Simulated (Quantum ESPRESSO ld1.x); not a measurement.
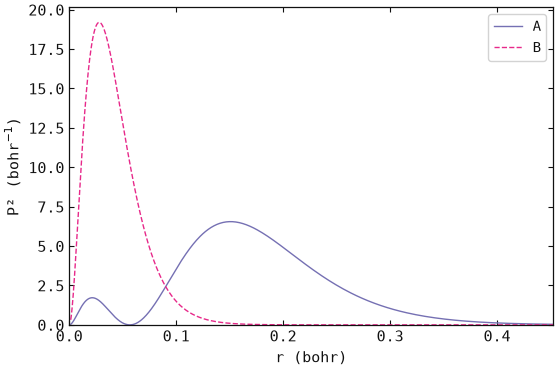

**Figure 1.** The radial probability densities P² of 2s and 1s. A is 2s; B is 1s. 1s: outer maximum at 0.0280 bohr, ⟨r⟩ = 0.0423 bohr, 0 nodes, eigenvalue −16.39 keV; 2s: outer maximum at 0.150 bohr, ⟨r⟩ = 0.174 bohr, 1 node, eigenvalue −3828 eV.

# Kr³²⁺: atomic calculation

Kr³²⁺ (Z = 36, 4 electrons) in the configuration [He] 2s2. Computed at this level: non-relativistic Kohn-Sham, LDA (Slater exchange, Perdew-Zunger correlation), spin-polarised, spherical densities, point nucleus (Quantum ESPRESSO ld1.x 7.5).

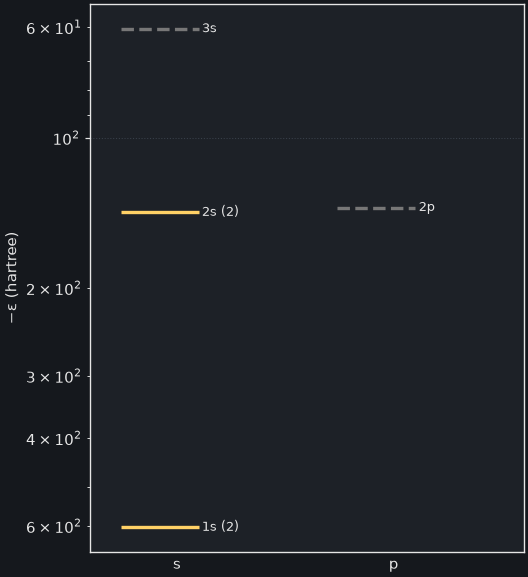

**Figure 2.** The occupied levels and a few empty ones, on a logarithmic scale of binding energy, are drawn by angular momentum (occupations in brackets, empty levels dashed). The highest occupied level is 2s at −140.7 hartree. From the top down the occupied levels run 2s (−140.7 hartree), 1s (−602.3 hartree). The lowest empty level drawn is 2p at −137.9 hartree. The semi-empirical ionisation energy (NIST) is 3971 eV; minus the highest level, 3828 eV, lies 3.6 % below it.

These pictures come from the run below.

**Input file**
```
 &input
    atom='Kr',
    iswitch=1,
    rel=0,
    lsd=1,
    dft='PZ',
    config='[He] 2s2 2p0 3s0',
    verbosity='high',
    prefix='ld1',
    max_out_wfc=37,
    file_charge='ld1.rho',
 /
```

Launched with:
```bash
OMP_NUM_THREADS=1 ld1.x < ld1.in > ld1.out
```

**The program's output**
```
     Program LD1 v.7.5 starts

     --------------------------- All-electron run ----------------------------

     atomic number is 36.00
     dft =PZ   lsd =1 sic =0 latt =0  beta=0.20 tr2=1.0E-14
     Exchange-correlation= PZ
                           (   1   1   0   0   0   0   0)
     mesh =1899 r(mesh) =  99.53219 a.u. xmin = -7.00 dx = 0.00800
     1 Ry =  13.60569312 eV

     n l     nl                  e(Ry)          e(Ha)          e(eV)
     1 0     1S 1( 1.00)   -1204.511152255    -602.255576127 -16388.2091008
     2 0     2S 1( 1.00)    -281.362382355    -140.681191177  -3828.1302307
     2 1     2P 1( 0.00)    -275.774029722    -137.887014861  -3752.0968197
     3 0     3S 1( 0.00)    -120.851235936     -60.425617968  -1644.2648297
     1 0     1S 2( 1.00)   -1204.511152255    -602.255576127 -16388.2091008
     2 0     2S 2( 1.00)    -281.362382355    -140.681191177  -3828.1302307
     2 1     2P 2( 0.00)    -275.774029722    -137.887014861  -3752.0968197
     3 0     3S 2( 0.00)    -120.851235936     -60.425617968  -1644.2648297

     final scf error:  2.0E-18 reached in  10 iterations

     Etot =   -3122.312108 Ry,   -1561.156054 Ha,  -42481.220380 eV
     Total magnetization:    0.00 Bohr mag.

     Ekin =    3121.577207 Ry,    1560.788603 Ha,   42471.221536 eV
     Encl =   -6359.853441 Ry,   -3179.926721 Ha,  -86530.214232 eV
     Eh   =     167.498050 Ry,      83.749025 Ha,    2278.927066 eV
     Exc  =     -51.533924 Ry,     -25.766962 Ha,    -701.154750 eV

     normalization and overlap integrals

     s(1S/1S) =  1.000000  <r> =   0.0423  <r2> =    0.0024  r(max) =   0.0280
     s(1S/2S) = -0.000000
     s(1S/3S) =  0.000000
     s(2S/2S) =  1.000000  <r> =   0.1740  <r2> =    0.0354  r(max) =   0.1502
     s(2S/3S) =  0.000000
     s(2P/2P) =  1.000000  <r> =   0.1471  <r2> =    0.0260  r(max) =   0.1172
     s(3S/3S) =  1.000000  <r> =   0.3991  <r2> =    0.1809  r(max) =   0.3831
     s(1S/1S) =  1.000000  <r> =   0.0423  <r2> =    0.0024  r(max) =   0.0280
     s(1S/2S) = -0.000000
     s(1S/3S) =  0.000000
     s(2S/2S) =  1.000000  <r> =   0.1740  <r2> =    0.0354  r(max) =   0.1502
     s(2S/3S) =  0.000000
     s(2P/2P) =  1.000000  <r> =   0.1471  <r2> =    0.0260  r(max) =   0.1172
     s(3S/3S) =  1.000000  <r> =   0.3991  <r2> =    0.1809  r(max) =   0.3831

     ------------------------ End of All-electron run ------------------------
```

**Slater integrals of the outer shells (hartree)**

| integral | value |
| --- | --- |
| F0(2s,2s) | 5.1860 |
| F0(2s,1s) | 7.2439 |
| G0(2s,1s) | 0.7362 |
| F0(2s,2p) | 5.5622 |
| G1(2s,2p) | 3.0784 |
| F0(1s,1s) | 22.2008 |
| F0(1s,2p) | 8.2982 |
| G1(1s,2p) | 1.6468 |

**Key numbers**

| quantity | value |
| --- | --- |
| outcome | converged |
| total energy | −1561.1561 hartree |
| kinetic energy | 1560.7886 hartree |
| electron–nucleus energy | −3179.9267 hartree |
| Hartree energy | 83.749025 hartree |
| exchange–correlation energy | −25.766962 hartree |
| radius at density 0.001 e/bohr³ | 0.56 bohr |
| SCF iterations | 10 |
| hardware | 1 CPU thread, shared host |
| wall time | 0.55 s |
